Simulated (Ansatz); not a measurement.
# Mg2C (model cell, started as cuprite): a soft mode frozen in

Aim: this structure of Mg2C (model cell, started as cuprite) is to be tested for unstable modes, and one is followed downhill.

Calculated with Ansatz 0.2.0; DFT PBE, scalar-relativistic, plane waves, PAW.

The structure was built from a prototype and need not be the compound's stable phase.

## Step 1: The starting structure

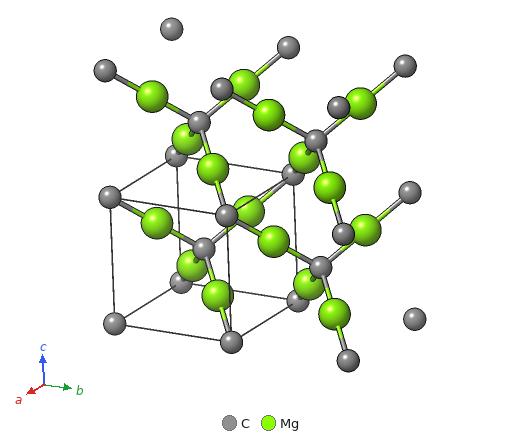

Start, viewed slightly off an axis; carbon grey, magnesium green. 1×2×2 cells are drawn. Bonds to atoms that aren't drawn are left out. Some periodic images of atoms are drawn too.

## Step 2: The dispersion

The cell comes from relaxations at this level that are not shown. Stability and thermal properties need the whole zone. Linear response on a 2×2×2 q mesh gives force constants as far as a supercell of that size would.

Input file input.yaml:

```yaml
crystal:
  lattice:
    - [4.8390002607, 0.0, 0.0]
    - [0.0, 4.8390002607, 0.0]
    - [0.0, 0.0, 4.8390002607]
  atoms:
    - { symbol: C, position: [0.0, 0.0, 0.0] }
    - { symbol: C, position: [0.5, 0.5, 0.5] }
    - { symbol: Mg, position: [0.25, 0.25, 0.25] }
    - { symbol: Mg, position: [0.75, 0.75, 0.25] }
    - { symbol: Mg, position: [0.75, 0.25, 0.75] }
    - { symbol: Mg, position: [0.25, 0.75, 0.75] }
kpoints:
  mp_grid: { grid: [6, 6, 6] }
hamiltonian:
  xc: pbe
scf:
  occupations: { method: methfessel_paxton, width: 0.15 }
output:
  eigenvalues: true
phonons:
  method: dfpt
  qmesh: [2, 2, 2]
  temperatures: { t_max: 1000, t_step: 50 }
  qpath:
    path:
      - [[0.0, 0.0, 0.0], [0.0, 0.5, 0.0], [0.5, 0.5, 0.0], [0.0, 0.0, 0.0], [0.5, 0.5, 0.5], [0.0, 0.5, 0.0]]
      - [[0.5, 0.5, 0.5], [0.5, 0.5, 0.0]]
    npoints: 10
```

On the command line:

```sh
$ ansatz run input.yaml --threads 8 --pin off --max-ram 14336MiB --backend cpu --events-out ev --progress --plain --runs-dir out
```

Numbers of over 12 decimals in the logs are rounded to 6 here.

The program printed:

```text
Warning: phonons: the dynamical matrix that this run interpolates holds no multipole term above the dipole-dipole one, and a site of this crystal is no centre of inversion, so its interpolated transverse optical and acoustic branches and sound speeds can stay off near Gamma, and the density of states and the thermodynamics with them. What a run solves at a wave vector of phonons.qpoints, Gamma apart, where the deck admits one, is free of this, and under fd what a larger phonons.supercell samples
Engine: ansatz 0.2.0, aarch64-unknown-linux-gnu
Pseudopotentials: kind: paw
Pseudopotential: C, paw, valence charge 4, recommended cutoff 420 eV (normal), C.paw.azcp
Pseudopotential: Mg, paw, valence charge 10, recommended cutoff 420 eV (normal), Mg.paw.azcp
Functional definition: PBE
  parameter kappa = 0.804
  parameter beta = 0.066725
  exchange = pbe_x(kappa = kappa, mu = beta*pi^2/3)
  correlation = pbe_c(beta = beta)
Crystal: 6 atoms, lattice volume = 113.310 Å³
Basis set: ecut = 420 eV, 2205 PW (Γ), exchange–correlation on 72×72×72 points (8 copies of the dense FFT grid, shifted against one another)
Bands: 30, of which v1, the nominal top of the filled ones, is band 24 counted from 1 (23 counted from 0)
Symmetry: 48 space group operations
k-points: 20 of 216
Non-local potential: C, projectors of the file, l = 0: 2, l = 1: 2, l = 2: 1
Non-local potential: Mg, projectors of the file, l = 0: 3, l = 1: 2, l = 2: 1
PAW form: soft (Blöchl's): semilocal exchange-correlation on the pseudo side does not see the compensation charge
PAW one-centre angular grid: C, 110 points (default); XC on 64 Gauss nodes
PAW one-centre angular grid: Mg, 110 points (default); XC on 64 Gauss nodes
Initial density: superposition of atomic densities (neutral atoms: chi_scale 0, normalization atom), corrected by the library's trained network
Initial wavefunctions: pseudopotential atomic-orbital guess
Functional: x = pbe(κ = 0.804, μ = 0.219515), c = pbe(β = 0.066725)
SCF iter   1: F=—  HF=-8193.225032 eV  |F-HF|=—  |Δ(HF+E_count)|=         —  Δρ=3.14e-3  dr2=2.16e-2  ethr=1.77e-3  ⟨swp⟩=5.9  Hψ=2698  notcnv=0
preconditioner: auto → Resta (q_TF=auto, 2.364 Å⁻¹)  ε∞=5.3  [insulator: Δε(μ)=0.747 eV  Ē_g=6.692 eV  σ=0.150 eV  W_gap=0.58  n_scr=26 (ndim 8)  ℏωp=14.0 eV  f_vac=0.000  D(μ)=0.52/eV (n_scr^D=0)  ε∞_Penn≈5.3]
SCF iter   2: F=—  HF=-8193.222003 eV  |F-HF|=—  |Δ(HF+E_count)|=   3.03e-3  S|Δr|=    0.00e0  Δρ=1.29e-3  dr2=3.86e-3  ethr=4.50e-5  ⟨swp⟩=1.2  Hψ=781  notcnv=0  defer=1
SCF iter   3: F=—  HF=-8193.221439 eV  |F-HF|=—  |Δ(HF+E_count)|=   5.65e-4  S|Δr|=    0.00e0  Δρ=2.35e-4  dr2=7.76e-5  ethr=8.04e-6  ⟨swp⟩=2.0  Hψ=700  notcnv=0  defer=1
SCF iter   4: F=—  HF=-8193.221426 eV  |F-HF|=—  |Δ(HF+E_count)|=   1.24e-5  S|Δr|=    0.00e0  Δρ=4.09e-5  dr2=2.46e-6  ethr=1.62e-7  ⟨swp⟩=2.0  Hψ=694  notcnv=0  defer=1
SCF iter   5: F=—  HF=-8193.221426 eV  |F-HF|=—  |Δ(HF+E_count)|=   2.20e-7  S|Δr|=    0.00e0  Δρ=8.17e-6  dr2=5.86e-8  ethr=5.12e-9  ⟨swp⟩=2.0  Hψ=683  notcnv=0  defer=1
SCF iter   6: F=—  HF=-8193.221426 eV  |F-HF|=—  |Δ(HF+E_count)|=   6.70e-8  S|Δr|=    0.00e0  Δρ=1.36e-6  dr2=1.66e-9  ethr=1.22e-10  ⟨swp⟩=2.0  Hψ=726  notcnv=0  defer=1
SCF iter   7: F=—  HF=-8193.221426 eV  |F-HF|=—  |Δ(HF+E_count)|=   1.53e-9  S|Δr|=    0.00e0  Δρ=5.39e-7  dr2=1.60e-10  ethr=3.46e-12  ⟨swp⟩=2.0  Hψ=1047  notcnv=0  defer=1
SCF iter   8: F=—  HF=-8193.221426 eV  |F-HF|=—  |Δ(HF+E_count)|=  5.46e-12  S|Δr|=    0.00e0  Δρ=1.05e-7  dr2=1.02e-11  ethr=1.00e-12  ⟨swp⟩=2.0  Hψ=930  notcnv=0  defer=1
SCF iter   9: F=-8193.221426 eV  HF=-8193.221426 eV  |F-HF|=1.82e-12  |Δ(HF+E_count)|=  1.09e-11  S|Δr|=    0.00e0  Δρ=1.51e-8  dr2=1.52e-13  ethr=1.00e-12  ⟨swp⟩=8.8  Hψ=2723  notcnv=0
SCF 1 converged in 9 iterations: F = -8193.221426 eV  dr2 = 1.52e-13
  greatest PAW one-centre occupation: 1.000 electrons in one spin orbital (limit 2), on the Mg atom at site 5 (counted from 0), in its partial waves of l = 0
Initial density: read from a saved state, or passed on in memory by an earlier SCF of this step, an earlier step, the calling program or the single point that the run made first
iter 1 solved again at ethr=2.28e-9 eV; its pass at ethr=3.10e-3 eV (dr2=1.09e-6 eV) is discarded
SCF iter   1: F=—  HF=-8193.221426 eV  |F-HF|=—  |Δ(HF+E_count)|=         —  Δρ=1.26e-7  dr2=1.62e-11  ethr=2.28e-9  ⟨swp⟩=4.1  Hψ=4597  notcnv=0
preconditioner: auto → Resta (q_TF=auto, 2.364 Å⁻¹)  ε∞=5.4  [insulator: Δε(μ)=0.734 eV  Ē_g=6.662 eV  σ=0.150 eV  W_gap=0.58  n_scr=26 (ndim 8)  ℏωp=14.0 eV  f_vac=0.000  D(μ)=0.51/eV (n_scr^D=0)  ε∞_Penn≈5.4]
SCF iter   2: F=-8193.221426 eV  HF=-8193.221426 eV  |F-HF|=3.64e-12  |Δ(HF+E_count)|=   6.86e-8  S|Δr|=    0.00e0  Δρ=6.01e-8  dr2=4.20e-12  ethr=1.00e-12  ⟨swp⟩=3.4  Hψ=2285  notcnv=0
SCF 2 converged in 2 iterations: F = -8193.221426 eV  dr2 = 4.20e-12
k-points: 40 of 216 (irreducible under 8 space group operations, time reversal used)
iter 1 solved again at ethr=6.98e-10 eV; its pass at ethr=3.10e-3 eV (dr2=3.35e-7 eV) is discarded
SCF iter   1: F=—  HF=-8193.222385 eV  |F-HF|=—  |Δ(HF+E_count)|=         —  Δρ=1.24e-5  dr2=3.40e-7  ethr=6.98e-10  ⟨swp⟩=4.0  Hψ=8575  notcnv=0  defer=154
preconditioner: auto → Resta (q_TF=auto, 2.364 Å⁻¹)  ε∞=5.4  [insulator: Δε(μ)=0.000 eV  Ē_g=6.665 eV  n_scr=26 (ndim 8)  ℏωp=14.0 eV  f_vac=0.000  ε∞_Penn≈5.4]
SCF iter   2: F=—  HF=-8193.222385 eV  |F-HF|=—  |Δ(HF+E_count)|=   7.04e-8  Δρ=2.02e-6  dr2=3.00e-9  ethr=6.98e-10  ⟨swp⟩=2.0  Hψ=1432  notcnv=0  defer=154
SCF iter   3: F=—  HF=-8193.222385 eV  |F-HF|=—  |Δ(HF+E_count)|=   1.31e-9  Δρ=1.05e-6  dr2=1.19e-9  ethr=1.00e-12  ⟨swp⟩=8.3  Hψ=4341  notcnv=0
SCF iter   4: F=—  HF=-8193.222385 eV  |F-HF|=—  |Δ(HF+E_count)|=  1.27e-10  Δρ=3.88e-7  dr2=1.81e-10  ethr=2.48e-12  ⟨swp⟩=1.1  Hψ=1130  notcnv=0
SCF iter   5: F=-8193.222385 eV  HF=-8193.222385 eV  |F-HF|=3.64e-12  |Δ(HF+E_count)|=  9.09e-12  Δρ=7.15e-8  dr2=8.06e-12  ethr=1.00e-12  ⟨swp⟩=2.0  Hψ=2321  notcnv=0
WARN: a fill by count may have filled part of one level: at k-index 0 the highest filled band, 4.425089 eV, and the lowest empty band, 4.425089 eV, stand 8.882e-16 eV apart, within the solve's uncertainty, 1.000e-5 eV. If they are one level, whatever splits it, however little, can move the result. A smearing (`scf.occupations.method` with a `width`) well over the split that the run's distortions make, where the deck  [...]
SCF 3 converged in 5 iterations: F = -8193.222385 eV  dr2 = 8.06e-12
  greatest PAW one-centre occupation: 1.000 electrons in one spin orbital (limit 2), on the Mg atom at site 4 (counted from 0), in its partial waves of l = 0
NSCF: frozen V_eff on 26 k-points
phonons: the run's symmetry doesn't show that the Born effective charges vanish, and it interpolates frequencies without the dipole-dipole term. In a polar insulator or semiconductor they then lack LO-TO splitting, and the branches near Gamma, sound speeds, density of states, thermodynamics and thermal conductivity can be off. Where the input admits it, phonons.dielectric: true or phonons.non_analytic_term supplies t [...]
NSCF: frozen V_eff on 20 k-points
NSCF: frozen V_eff on 68 k-points
DFPT response loops at q = (0, 0, 0) (fractional): preconditioner auto → Kerker (q_TF=auto, 2.364 Å⁻¹) (partly filled bands, converged f_vac=0.000); β = 1.00, the filter's whole step (`scf.mixing.beta` (0.50) is not read by the response loops under this deck's `scf.mixing.preconditioner`; to damp them name `kerker` or `kerker_dos`, under which they read `scf.mixing.beta`, and type it under 1.00, their step now; both keys bind the ground state too); Broyden in place of MSR1
NSCF: frozen V_eff on 224 k-points
DFPT response loops at q = (0, 0, -0.5) (fractional): mixed as the last ones told, above
NSCF: frozen V_eff on 224 k-points
DFPT response loops at q = (0, -0.5, -0.5) (fractional): mixed as the last ones told, above
NSCF: frozen V_eff on 136 k-points
DFPT response loops at q = (-0.5, -0.5, -0.5) (fractional): mixed as the last ones told, above
SCF converged after 9 iterations
Stability not checked: this state was not tested for a lower state beside it, because cold or Methfessel-Paxton smearing, or corrected tetrahedra, fill the levels in a way that the test cannot read (fill_not_monotonic; see scf.lower_state_search)
Free energy (F): -8193.221426 eV
Harris-Foulkes:  -8193.221426 eV  (|F-HF|=1.82e-12)
Internal energy: -8193.224469 eV  (E = F + TS)
E sigma→0 (E₀):  -8193.222187 eV
Entropy (-TS):   0.003043 eV (0.507 meV/atom)
Fermi energy:    4.438640 eV
Step filling:    the computed levels leave a gap of 0.0000 eV = 0.0 smearing widths at the electron count; against every level under it full and every level over it empty, smearing changes F+E_penalty+E_count by +0.959 meV and its σ→0 estimate by +0.198 meV
--- Per-component energies (eV) ---
  E_band       = -1431.435189
  E_kinetic    = 469.480663
  E_local      = -6912.312260  (includes V_loc(G=0)·N_el)
  E_nonlocal   = 436.608117
  E_hartree    = 2479.757765
  E_xc         = -208.859476
  E_vxc        = -264.411146  (∫ρ·V_xc dr)
  E_paw        = -1365.040582  (= ΣΔE_a)
  E_vpaw       = -120.316066  (= ΣTr[D̂ρ^β])
  E_aug_tail   = -0.000023  (compensation charges beyond the density's cutoff)
  E_ewald      = -3092.858673
  E_smearing   = 0.003043  (= −TS)
  E_closure    = -0.000000  (closes the sum)
  Σ components = -8193.221426   (vs F -8193.221426, Δ=0.00e0)
--- Band table (eV; the first three rows and the last of 20) ---
  k-point 0: bands = [... 20 lower, 2.7626, 3.7169, 4.4248, 4.4248, 4.4248, 5.2066, 5.2066, 10.8813, ... 2 higher]
  k-point 1: bands = [... 20 lower, 2.8711, 3.0440, 4.3227, 4.3227, 5.1589, 5.3703, 5.9322, 9.3099, ... 2 higher]
  k-point 2: bands = [... 20 lower, 3.1737, 3.1737, 4.0258, 4.0258, 5.8619, 6.1107, 6.9723, 7.8327, ... 2 higher]
  k-point 19: bands = [... 20 lower, 2.2150, 2.2828, 2.2828, 2.2828, 8.3439, 8.3439, 8.3439, 8.3877, ... 2 higher]
--- Phonons (Γ-DFPT): 2 representative perturbations + reference (Σ response iterations 6) ---
  ASR residual: 1.288e-5 → 0.000e0 eV/Å²; symmetrization residual: 4.607e-7 eV/Å²
  ASR residual per site (eV/Å²): 5.35e-6 5.35e-6 1.29e-5 1.29e-5 1.29e-5 1.29e-5
  Γ frequencies (cm⁻¹): -54.63 -54.63 -54.63 0.00 0.00 0.00 144.07 144.07 144.07 246.41 246.41 424.11 483.79 483.79 483.79 608.26 608.26 608.26
--- Phonons (arbitrary-q DFPT): 4 irreducible q on the 2×2×2 mesh ---
  q = [0.0000, 0.0000, 0.0000] (star 1, of the zone-centre solve; hermiticity 9.59e-8, symmetrization 8.30e-13): -54.63 -54.63 -54.63 -0.00 0.00 0.00 144.07 144.07 144.07 246.41 246.41 424.11 483.79 483.79 483.79 608.26 608.26 608.26
  q = [0.0000, 0.0000, -0.5000] (star 3, 4 solved perturbations in 284 linear systems a pass and spin channel, the states on 112 of 216 k-point pairs; hermiticity 1.10e-7, symmetrization 3.94e-13): 68.39 68.39 103.27 103.27 146.36 146.36 152.49 152.49 198.79 198.79 258.03 258.03 468.86 468.86 603.33 603.33 613.71 613.71
  q = [0.0000, -0.5000, -0.5000] (star 3, 4 solved perturbations in 284 linear systems a pass and spin channel, the states on 112 of 216 k-point pairs; hermiticity 9.61e-8, symmetrization 1.99e-13): -30.87 -30.87 56.46 56.46 127.36 127.36 173.62 173.62 176.63 176.63 282.75 282.75 511.14 511.14 572.31 572.31 613.12 613.12
  q = [-0.5000, -0.5000, -0.5000] (star 1, 2 solved perturbations in 108 linear systems a pass and spin channel, the states on 68 of 216 k-point pairs; hermiticity 1.15e-7, symmetrization 1.46e-13): -32.40 -32.40 82.97 82.97 82.97 85.05 85.05 85.05 232.33 232.33 232.33 430.83 485.13 485.13 485.13 626.13 626.13 626.13
  sum rule: each row above includes the acoustic sum rule's correction from the zone centre's row sums; it moved no ω² by more than (0.39 cm⁻¹)²
  mesh force constants: q→R imaginary residual 1.98e-17; ASR residual 1.288e-5 → 0.000e0 eV/Å²; symmetrization residual 9.770e-15 eV/Å²
  interpolated dispersion: 62 rows × 18 modes
  density of states and harmonic sums: on the 14×14×14 q-mesh, interpolated from the force constants of a 2×2×2 supercell (no non-analytic term)
  largest difference from the sums on the solved wave vectors: F 3.29e-1 eV, S 4.46e-4 and C_V 1.18e-4 eV/K
  zero-point energy: 0.315808 eV/cell   skipped modes (ω ≤ 0): 64, of them read as no rigid motion or as one in doubt: 61 (3.874e-1 modes/cell left out, lowest -54.63 cm⁻¹)   left out of the sums: 2.16e-2 of the cell's modes: C_V's classical limit lies that fraction below 3 k_B per atom; for a crystal, a wire or a layer, F and S can be off by more, and a phonons.interpolated_qmesh denser along its periods is the remedy for the sampling
```

The job ended after 45 s (8 threads of Arm Neoverse V1, shared host; peak memory 1.2 GiB).

Numbers from this step:

```
volume per atom                                         : 18.88 Å³
gap on the k-mesh                                       : 0 eV
sum-rule residual before enforcement                    : 1.29e-5 eV/Å²
lowest frequency on the path                            : -54.63 cm⁻¹
point group                                             : m-3m
highest frequency on the path or at a solved wavevector : 626.1 cm⁻¹
highest optical mode at the zone centre (no LO-TO term) : 608.3 cm⁻¹
lowest optical zone-centre mode                         : -54.63 cm⁻¹
lowest mode on the q mesh (acoustic modes at Γ apart)   : -54.63 cm⁻¹
```

Frequencies (cm⁻¹) solved at each irreducible wavevector; negative means imaginary. Frequencies by wavevector, by row:

| q in reciprocal lattice units | star | mode 1 | mode 2 | mode 3 | mode 4 | mode 16 | mode 17 | mode 18 |
| --- | --- | --- | --- | --- | --- | --- | --- | --- |
| 0 0 0 | 1 | -54.6 | -54.6 | -54.6 | 0 | 608.3 | 608.3 | 608.3 |
| 0 0 -0.5 | 3 | 68.4 | 68.4 | 103.3 | 103.3 | 603.3 | 613.7 | 613.7 |
| 0 -0.5 -0.5 | 3 | -30.9 | -30.9 | 56.5 | 56.5 | 572.3 | 613.1 | 613.1 |
| -0.5 -0.5 -0.5 | 1 | -32.4 | -32.4 | 83 | 83 | 626.1 | 626.1 | 626.1 |

Interpolated from a 2×2×2 q mesh. Phonon branches along the path, in cm⁻¹:

| point | branch 1 | branch 2 | branch 3 | branch 4 | branch 15 | branch 16 | branch 17 | branch 18 |
| --- | --- | --- | --- | --- | --- | --- | --- | --- |
| Γ | -55 | -55 | -55 | 0 | 484 | 608 | 608 | 608 |
| X | 68 | 68 | 103 | 103 | 603 | 603 | 614 | 614 |
| M | -31 | -31 | 56 | 56 | 572 | 572 | 613 | 613 |
| Γ | -55 | -55 | -55 | 0 | 484 | 608 | 608 | 608 |
| R | -32 | -32 | 83 | 83 | 485 | 626 | 626 | 626 |
| X | 68 | 68 | 103 | 103 | 603 | 603 | 614 | 614 |
| jump to R | -32 | -32 | 83 | 83 | 485 | 626 | 626 | 626 |
| M | -31 | -31 | 56 | 56 | 572 | 572 | 613 | 613 |

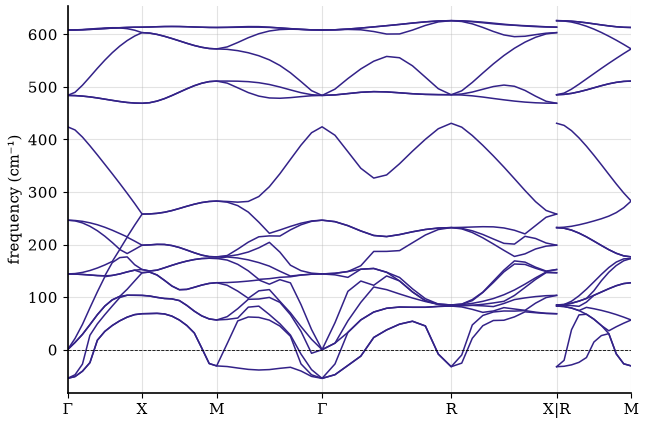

Phonon branches along the path.

Symmetry leaves 4 wavevectors to solve. The lowest mode among them, the acoustic zeros apart, lies at Γ and is imaginary, 54.6i cm⁻¹, so the energy falls along it.

## Step 3: The mode frozen in, largest atomic shift 0 Å

The mode followed lies at q = (-0.5, -0.5, -0.5) with frequency 32.4i cm⁻¹ and is 2-fold degenerate, one of the unstable modes though not the softest. At small amplitude the distorted cell has space group no. 141 by a symmetry search on the positions. The undistorted cell that holds it gives the zero of energy on the same k mesh.

System of this step: Mg2C (model cell, started as cuprite). It takes space group Pn-3m (No. 224, cubic). Conventional cell: a = 4.839 Å, b = 4.839 Å, c = 4.839 Å, α = 90.00°, β = 90.00°, γ = 90.00°. Nearest to C lie 4 Mg at 2.10 Å. Nearest to Mg lie 2 C at 2.10 Å. Farther neighbours are not listed.

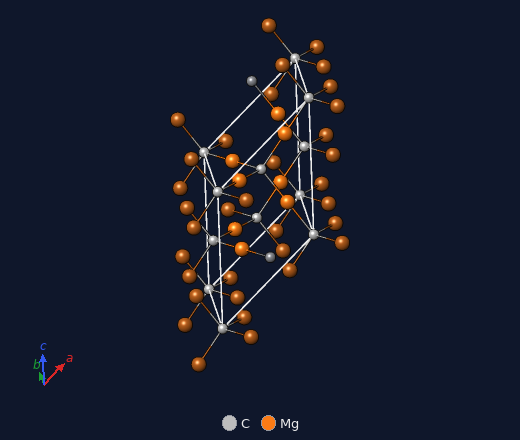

The cell of this step (carbon light grey, magnesium orange). Some periodic images of atoms are drawn too.

Input file input.yaml:

```yaml
crystal:
  lattice:
    - [4.8390002607, 4.8390002607, 0.0]
    - [4.8390002607, 0.0, 4.8390002607]
    - [4.8390002607, 0.0, -4.8390002607]
  atoms:
    - { symbol: C, position: [0.0, 0.0, 0.0] }
    - { symbol: C, position: [0.0, 0.5, 0.5] }
    - { symbol: C, position: [0.5, 0.25, 0.75] }
    - { symbol: C, position: [0.5, 0.75, 0.25] }
    - { symbol: Mg, position: [0.25, 0.125, 0.875] }
    - { symbol: Mg, position: [0.25, 0.625, 0.375] }
    - { symbol: Mg, position: [0.75, 0.125, 0.875] }
    - { symbol: Mg, position: [0.75, 0.625, 0.375] }
    - { symbol: Mg, position: [0.25, 0.625, 0.875] }
    - { symbol: Mg, position: [0.25, 0.125, 0.375] }
    - { symbol: Mg, position: [0.75, 0.125, 0.375] }
    - { symbol: Mg, position: [0.75, 0.625, 0.875] }
kpoints:
  mp_grid: { grid: [6, 6, 6] }
hamiltonian:
  xc: pbe
scf:
  occupations: { method: methfessel_paxton, width: 0.15 }
output:
  forces: true
  stress: true
  eigenvalues: true
```

The program printed:

```text
[...]
Crystal: 12 atoms, lattice volume = 226.619 Å³
Basis set: ecut = 420 eV, 4477 PW (Γ), exchange–correlation on 96×96×96 points (8 copies of the dense FFT grid, shifted against one another)
Bands: 60, of which v1, the nominal top of the filled ones, is band 48 counted from 1 (47 counted from 0)
Symmetry: 96 space group operations
[...]
k-points: 16 of 216
[...]
k-point 0: bands = [... 44 lower, 2.7624, 3.7168, 4.4245, 4.4245, 4.4245, 5.2066, 5.2066, 8.3437, ... 6 higher]
  k-point 1: bands = [... 44 lower, 3.1154, 3.1349, 4.3736, 4.3736, 4.9971, 5.5734, 5.5734, 7.9433, ... 6 higher]
  k-point 2: bands = [... 44 lower, 3.4409, 3.8930, 4.1843, 4.1843, 5.7936, 6.3981, 6.3981, 7.3969, ... 6 higher]
  k-point 15: bands = [... 44 lower, 3.7323, 3.7323, 3.8990, 3.8990, 5.9109, 5.9109, 6.5368, 6.5368, ... 6 higher]
[key lines of the parts left out:]
SCF converged after 6 iterations
Free energy (F): -16386.444803 eV
Fermi energy:    4.447648 eV
P = ⅓ Tr σ = -0.0006 GPa (-0.006 kbar)
```

It took 1.5 s on 8 threads; peak memory 0.88 GiB.

Numbers from this step:

| Item | Value |
| --- | --- |
| pressure | -6.30e-4 GPa |
| energy from the undistorted cell | 0 meV/atom |

The run ends at a pressure of 0.00 GPa.

(Continued in part 2 of 2.)

[Logs are printed without paths, hosts, clocks, repeated set-up lines and the standing remarks that a program may print on its own settings, such as how far it seeks lower states.]

[Hosts, paths, dates, database ids (printed as entryN), source tags and the programs' standing remarks are cut or masked in the printed files.]
